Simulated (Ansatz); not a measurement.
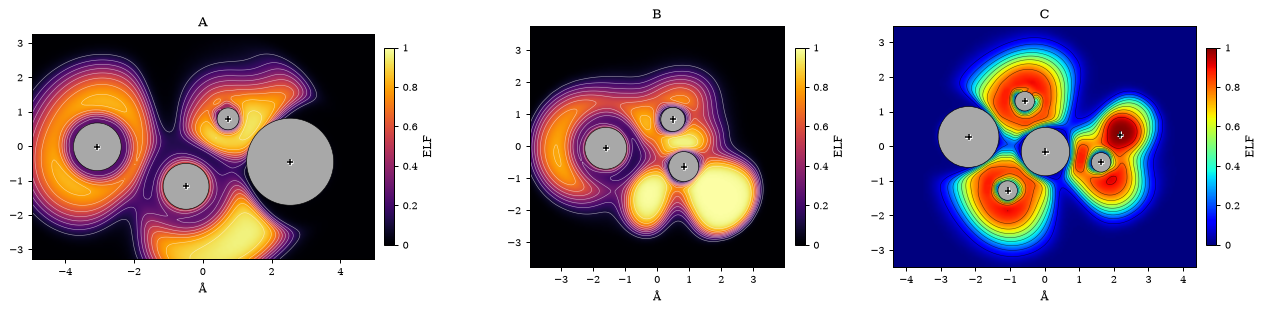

The ELF of 3 systems, each on a plane through atoms (crosses mark nuclei in the plane; grey discs cover the cores).

All numbers below come from isolated molecule in a Gaussian basis; Kohn-Sham density functional theory, functional PBE0 (Ansatz 0.2.0).

System 1: HLiO3Si, the molecular plane. Geometry: B3LYP/6-31G*.

```xyz
6

Li   -1.9011    0.8311   -2.4647
O    -2.9095   -0.0641   -1.0929
O    -0.6678    1.3033   -1.0743
O    -1.5764    0.2499    1.3768
Si   -1.7147    0.4928   -0.2361
H    -2.3045   -0.2716    1.7503
```

System 2: CH5BSb (charge +1), the plane of atoms C1, B2 and Sb3. Geometry: BLYP-D3(BJ)/def2-SVP; core potentials replace the inner electrons of Sb.

```xyz
8

C    -0.8951    0.2600    0.3510
B     0.5196    0.3850    0.8620
Sb    0.2633   -0.4634   -1.4754
H     1.1813    1.0199    1.6416
H    -1.4714   -0.6478    0.6241
H     1.4230   -0.3511    0.1452
H     0.9465    1.1045   -1.8173
H    -1.5407    1.1561    0.3242
```

System 3: H2IInNNa, the plane of atoms In2, N3 and Na4. Geometry: PBE0-D3(BJ)/def2-SVP; core potentials replace the inner electrons of I and In.

```yaml
atoms:
  - { symbol: I, position_ang: [0.3339, -1.6648, 1.8819] }
  - { symbol: In, position_ang: [1.4258, -0.6554, -0.5184] }
  - { symbol: N, position_ang: [0.0283, 1.1683, -0.7602] }
  - { symbol: Na, position_ang: [1.1156, 1.6227, -2.6119] }
  - { symbol: H, position_ang: [0.0940, 1.7382, 0.0894] }
  - { symbol: H, position_ang: [-0.9412, 0.8363, -0.7335] }
```

Question: Match each panel to its system.

Answer: Panel A is system 3, H2IInNNa: the plane holds I, In, N and Na. Na–N (2.19 Å): the ELF peaks at about 0.90 in the valence shell of N, 0.7 Å from its nucleus, and is about 0.30 at the midpoint (an ionic contact with no shared pair). Panel B is system 2, CH5BSb: the plane holds C, B and Sb. C–B (1.51 Å): the ELF peaks at about 0.95 between the atoms; a covalent bond. Panel C is system 1, HLiO3Si: the plane holds Li, O, Si and H. Si–O (1.57 Å): the ELF peaks at about 0.80 between the atoms; a short, strongly polar bond.
